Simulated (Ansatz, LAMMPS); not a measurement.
# Static equation of state of glassy 56SiO2-11K2O-15CaO-11ZnO-7TiO2 (mol %) (74 atoms)

Density of this cell: 2.81 g/cm³. The cell holds 74 atoms: 15 Si, 6 K, 4 Ca, 3 Zn, 2 Ti and 44 O. Its edges and angles: a = 10.329 Å, b = 10.289 Å, c = 10.081 Å, α = 91.0°, β = 90.0°, γ = 89.3°. The starting structure: 74 atoms (15 Si, 6 K, 4 Ca, 3 Zn, 2 Ti, 44 O) placed at random at 2.74 g/cm³, melted at 4000 K for 10 ps at fixed volume with the Morse and Coulomb pair potential with partial charges (Pedone, Malavasi, Menziani, Cormack and Segre, J. Phys. Chem. B 110, 11780 (2006)). Quenched from 4000 K to 300 K at 20 K/ps and fixed volume, held 10 ps at zero pressure.

Calculated with Ansatz 0.2.0: Kohn-Sham DFT, PBE, PAW (set soft_2), plane waves; cutoff 420 eV, Γ point, gaussian smearing of 0.05 eV. Cell and atoms were relaxed first, to V0 = 14.474 Å³ an atom at a residual P0 = -0.016 GPa. The cell was then scaled evenly, and the atoms were relaxed at each volume.

| volume (Å³/atom) | pressure (GPa) |
| --- | --- |
| 13.027 | 6.350 |
| 13.606 | ? |
| 14.040 | 1.364 |
| 14.909 | -1.589 |
| 15.343 | -3.063 |

**Question.** Fit the third-order Birch–Murnaghan equation to the rows given and interpolate to the withheld row.

Worked fit:

Take the Eulerian strain f = ½[(V0/V)^(2/3) − 1] and the normalised pressure F = (P − P0) / [3f(1 + 2f)^(5/2)]. The third-order Birch–Murnaghan equation is then the line F = B0 + (3/2)B0(B′ − 4) f, so u = f and v = F.

```
      u = f  v = F (GPa)
  0.0363827      48.9299
  0.0102569      42.6294
-0.00975625      56.4578
 -0.0190506      58.7665
```

With n = 4: mean u = 0.00445819, mean v = 51.6959, Σ(u − ū)² = 0.0018075, Σ(u − ū)(v − v̄) = -0.37479. Slope b = -0.37479 / 0.0018075 = -207.35; intercept a = v̄ − b ū = 52.620.

So B0 = a = 52.6 GPa and B′ = 4 + 2b/(3a) = 1.37. At the withheld volume f = 0.02106, F = a + b f = 48.25 GPa, and P = P0 + 3f(1 + 2f)^(5/2) F.

Prediction at 13.606: 3.364 GPa. The run gave 3.440 GPa, so the fit is low by 0.076 GPa (2.2 % of the value).

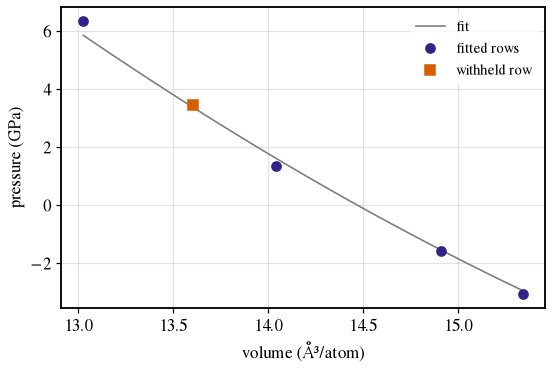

The fit, the rows that it rests on and the withheld row.

The series isn't one smooth equation of state: even a line fitted to all rows, the withheld one included, misses F by up to 19.0 %, the count of bonds changes along the series and an atom moves over 0.5 Å in some relaxation. B0 and B′ are then only the numbers of this fit, not moduli of the material. Among the rows given, the largest miss of the fit is at 13.027, by 0.50 GPa (5.3 % of the range of the table).

Limits: Static cells at zero temperature; the cell shape is held. The program notes that the SCF threshold of these relaxations is loose for the stress. The quench rate of 20 K/ps is many orders above laboratory rates, so the cell is likely richer in defects and strain than a real sample. The network of bonds at the start is that of the classical potential that made the cell, and needn't be the one that DFT or experiment would give. Only the Γ point is sampled, in a cell whose shortest periodic width is 10 Å.

[Logs are printed without paths, hosts, clocks, repeated set-up lines and the standing remarks that a program may print on its own settings, such as how far it seeks lower states.]

[Hosts, paths, dates, database ids (printed as entryN), source tags and the programs' standing remarks are cut or masked in the printed files.]
